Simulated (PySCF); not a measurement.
C₆H₁₂FPSi (SMILES C[Si](C)(C)CP=C=CF)

Input

```
{"job": {"kind": "nmr", "xc": "PBE0", "basis": "pcSseg-1"}, "charge": 0, "multiplicity": 1}
C     -2.455424    -0.496637     1.007292
Si    -0.924259     0.078483     0.027390
C     -1.380574     1.450500    -1.215446
C     -0.132304    -1.410833    -0.852306
C      0.330723     0.849023     1.277632
P      1.530862    -0.393553     1.967054
C      2.740914    -0.278603     0.871158
C      3.763169    -0.249972     0.073214
F      3.852248    -1.027836    -1.040637
H     -2.938093     0.331636     1.517031
H     -2.190588    -1.236672     1.756843
H     -3.190656    -0.946646     0.347764
H     -1.766784     2.331597    -0.711597
H     -2.141554     1.110630    -1.910276
H     -0.517723     1.756340    -1.799339
H      0.069181    -2.214972    -0.149339
H      0.811763    -1.146442    -1.318965
H     -0.782984    -1.805821    -1.626161
H     -0.211457     1.275375     2.122034
H      0.891901     1.650563     0.801576
H      4.632720     0.390782     0.164011
```

Run with:

```sh
OMP_NUM_THREADS=1 python probes_run.py task.json out
```

Geometry: GFN2-xTB.

Method: PySCF, PBE0/pcSseg-1, SCF density, gas phase, non-relativistic.

> Predict the electron density and electron localisation function between the atoms.

C–C (1.30 Å): ρ at the midpoint is about 2.4 e/Å³; the ELF peaks at about 0.90 between the atoms; a short, multiple covalent bond.
C–F (1.36 Å): ρ is about 2.2 e/Å³ halfway, with its minimum of 1.7 e/Å³ about 0.5 Å from C; the ELF peaks at about 0.85 between the atoms: a shared but strongly polarised pair.
C–P (1.64 Å): ρ is about 1.4 e/Å³ halfway; the ELF peaks at about 0.90 between the atoms: localised, covalent bonding.
C–H (1.08 Å): ρ at the midpoint is about 2.1 e/Å³; the ELF climbs to about 1 towards the hydrogen, as it does in any bond to H (a covalent bond by its length).

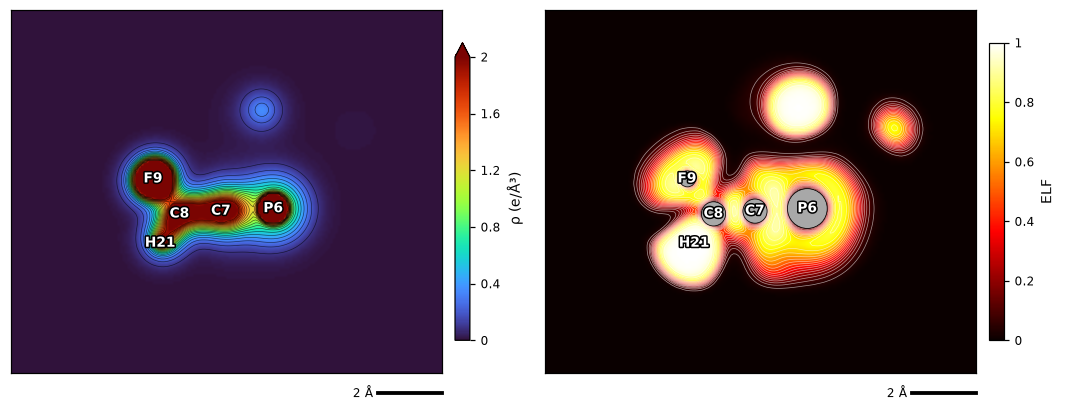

Computed electron density and electron localisation function on the plane of atoms F9, C8 and H21, in this order. Grey discs cover the atomic cores in the ELF map. 
